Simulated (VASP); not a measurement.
# Nickel with LDA: from relaxation to properties, part 2 of 2

Aim: relax Nickel with LDA, compute its properties on that cell and hold them against experiment. Left out of this account: 1 further run (phonons: it ended without a result to show). The start is a cell from a database of measured crystal structures.

VASP 6.6.1, plane waves and PAW; the level of theory is named at each step.

Still holding for the runs below: The magnetic order is the only one that the search above brought to convergence with its moments; longer or canted patterns were not tried.

So far, moment of the cell, from the last line of the log (μB): step 2 (magnetic order: ferromagnetic) 0.571; step 6 (relaxing cell and atoms (LDA)) 0.571. The relaxed cell has a = 3.419 Å (conventional setting).

### 10. Total and projected DOS (LDA)

Here the states are counted by energy and projected on the atoms. The mesh is finer than in the run before.

File INCAR:

```
SYSTEM = Ni
PREC = Accurate
ENCUT = 400
EDIFF = 1E-06
NELM = 100
ISMEAR = -5
SIGMA = 0.2
LREAL = .FALSE.
ALGO = Normal
GGA = CA
NBANDS = 17
ISPIN = 2
MAGMOM = 0.571
LASPH = .TRUE.
LMAXMIX = 4
LORBIT = 11
LWAVE = .FALSE.
LCHARG = .FALSE.
KPAR = 4
NEDOS = 2001
```

File POSCAR:

```
Ni
1.0
    0.0000000000      1.7094510755      1.7094510755
    1.7094510755      0.0000000000      1.7094510755
    1.7094510755      1.7094510755      0.0000000000
Ni
1
Direct
    0.0000000000      0.0000000000      0.0000000000
```

File KPOINTS:

```
Automatic mesh
0
Gamma
16 16 16
0 0 0
```

The projector-augmented-wave data sets are Ni (LDA family, release 64).

Run with:

```
> mpirun -np 4 vasp_std
```

It took 5.6 s on 4 MPI ranks of Intel Xeon 6975P-C (Granite Rapids), shared host; peak memory 0.5 GiB; 19 s of CPU time.

With tetrahedra the forces and stress of a metal are not exact derivatives of the energy.

Numbers from this step:

- irreducible k-points: 145
- free energy (TOTEN): -6.581 eV
- Fermi energy: 10.31 eV
- pressure: 0.04631 GPa
- moment of the cell, from the last line of the log: 0.5571 μB
- DOS at the Fermi level: 1.804 states/eV/cell

The density of states has structure finer than the step of the table below, so its rows give means over 2 eV, whole bins alone (the curve runs from -12.0 to 7.96 eV). Peaks (eV: height): total down -3.6: 0.925, -1.8: 1.54, -0.9: 1.25, 0.1: 2.21; total up -4.1: 0.966, -2.3: 1.62, -0.5: 2.35; Ni d up -4.1: 0.809, -2.3: 1.52, -0.5: 2.31; Ni d down -3.6: 0.768, -1.8: 1.43, -0.9: 1.18, 0.1: 2.17; Ni p up -4.0: 0.0669, -3.7: 0.0689, -2.6: 0.102, -2.1: 0.0658.

States under -12.0 eV and over 8.0 eV are left out. Table of density of states by energy, zero at the Fermi level; means over each step; 7 of 8 lines; values in states/eV/cell:

| energy (eV) | total down | total up | Ni d up | Ni d down | Ni p up | Ni p down | Ni s up |
| --- | --- | --- | --- | --- | --- | --- | --- |
| -10 | 0.00371 | 0.00417 | 0 | 0 | 1.3e-4 | 1.1e-4 | 0.00322 |
| -8 | 0.0423 | 0.0438 | 0.00140 | 0.00110 | 0.00523 | 0.00501 | 0.0289 |
| -6 | 0.109 | 0.154 | 0.0566 | 0.0243 | 0.0218 | 0.0196 | 0.0542 |
| -4 | 0.610 | 0.756 | 0.618 | 0.468 | 0.0532 | 0.0486 | 0.0318 |
| -2 | 1.03 | 1.15 | 1.05 | 0.917 | 0.0507 | 0.0647 | 0.00928 |
| 0 | 0.878 | 0.602 | 0.559 | 0.836 | 0.0218 | 0.0192 | 0.00981 |
| 2 | 0.145 | 0.131 | 0.0634 | 0.0842 | 0.0427 | 0.0382 | 0.0122 |
| 4 | 0.109 | 0.101 | 0.0367 | 0.0450 | 0.0448 | 0.0447 | 0.00764 |
| 6 | 0.0653 | 0.0729 | 0.0263 | 0.0238 | 0.0269 | 0.0284 | 0.0123 |

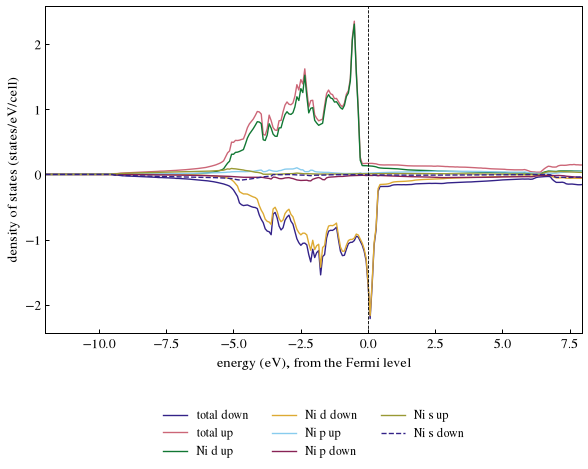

Density of states against energy. Down spins are drawn negative.

The finer mesh and the other smearing move the Fermi level by +0.02 eV from the 11×11×11 run, a small shift, which tests the Fermi level alone. Of the states within 0.3 eV of the Fermi level, the largest shares in the PAW spheres are Ni d 95 %. The rest lies in smaller channels or between the spheres.

### 11. Core-level energies (LDA)

ICORELEVEL = 1 prints the core eigenvalues in the potential of the ground state.

Edit INCAR of step 10 so:

```diff
@@ -5,3 +5,3 @@
 NELM = 100
-ISMEAR = -5
+ISMEAR = 1
 SIGMA = 0.2
@@ -10,3 +10,3 @@
 GGA = CA
-NBANDS = 17
+NBANDS = 12
 ISPIN = 2
@@ -19,2 +19,2 @@
 KPAR = 4
-NEDOS = 2001
+ICORELEVEL = 1
```

POSCAR is that of step 10.

File KPOINTS:

```
Automatic mesh
0
Gamma
11 11 11
0 0 0
```

Run with:

```
> mpirun -np 4 vasp_std
```

The job ended after 2.4 s (4 MPI ranks; peak memory 0.44 GiB).

These are scalar-relativistic Kohn-Sham levels of the ground state, with no core hole, so they are not binding energies.

Numbers from this step:

```
bands                                             : 12
irreducible k-points                              : 56
free energy (TOTEN)                               : -6.585 eV
Fermi energy                                      : 10.29 eV
pressure                                          : -0.003452 GPa
moment of the cell, from the last line of the log : 0.5709 μB
```

Kohn-Sham core levels. Core levels, by row:

| atom | shell | level below the Fermi level (eV) |
| --- | --- | --- |
| Ni1 | 1s | 8164 |
| Ni1 | 2s | 970.1 |
| Ni1 | 2p | 835.5 |
| Ni1 | 3s | 102.2 |
| Ni1 | 3p | 63.24 |

### 12. Electric field gradients (LDA)

Field gradients probe how far the charge around each nucleus departs from cubic symmetry; LASPH keeps the non-spherical terms inside the spheres.

Edit INCAR of step 11 so:

```diff
@@ -3,3 +3,3 @@
 ENCUT = 400
-EDIFF = 1E-06
+EDIFF = 1E-07
 NELM = 100
@@ -19,2 +19,2 @@
 KPAR = 4
-ICORELEVEL = 1
+LEFG = .TRUE.
```

POSCAR is that of step 11.

KPOINTS is that of step 11.

Run with:

```
> mpirun -np 4 vasp_std
```

Wall time 2.6 s (4 MPI ranks); peak memory 0.45 GiB.

This step gave:

```
SCF cycles                                        : 14
pressure                                          : -0.006424 GPa
moment of the cell, from the last line of the log : 0.5708 μB
```

Electric field gradients, by row:

| atom | Vxx (V/Å²) | Vyy (V/Å²) | Vzz (V/Å²) | asymmetry |
| --- | --- | --- | --- | --- |
| Ni1 | -0.001 | -0.001 | 0.002 | - |

All gradients vanish within the noise.

The run ends at a pressure of -0.01 GPa.

### 13. Results

```json
{"relaxed volume": "9.991 Å³/atom", "relaxed conventional cell a, b, c": "3.419, 3.419, 3.419 Å", "space group after relaxing, within 0.02 Å": "Fm-3m (No. 225)", "moment of the cell (16×16×16 mesh)": "0.557 μB", "largest site moment (16×16×16 mesh)": "0.557 μB on Ni1", "band gap": "none, a metal", "DOS at the Fermi level": "1.80 states/eV/cell", "shallowest level of the frozen cores": "Ni1 3p, 63.2 eV deep", "largest field gradient Vzz": "zero within the noise on all sites"}
```

What this shows: With LDA, Nickel relaxes to 9.991 Å³/atom in space group Fm-3m, comes out as a metal and keeps moments of up to 0.557 μB (16×16×16 mesh). Against the listed cell the volume lies -8.7 %. Bands along the symmetry lines (LDA), spin up: Of the bands kept, 1 crosses the Fermi level on this path. Bands along the symmetry lines (LDA), spin down: Of the bands kept, 4 cross the Fermi level on this path. The k-sampling is coarse for a metal, so the Fermi level, moments, pressures and the shape of the cell carry errors. Only a few collinear orders were tried, on the cell as listed. No search among competing phases was made. All values are for a static lattice at zero temperature.

Comparison with the measured values:

| quantity | measured | LDA |
| --- | --- | --- |
| lattice constant a (Å) | 3.523 | 3.419 (-3.0 %) |

Measured values from pmc:2430951 (2008).

**Verdict.** The lattice constant a is off by -3.0 %: a clear miss. The grades are ours: good and fair within 0.7 and 1.5 % for the lattice constant a. Zero-point motion and thermal expansion are not in the computed lattice constants.

[Lines on the potential files, build, host, timing and source positions are cut from VASP's logs without a mark.]

[Logs are printed without paths, hosts, clocks, repeated set-up lines and the standing remarks that a program may print on its own settings, such as how far it seeks lower states.]

[Hosts, paths, dates, database ids (printed as entryN), source tags and the programs' standing remarks are cut or masked in the printed files.]

[A measured line is paired with the nearest computed mode of its activity, which favours agreement.]
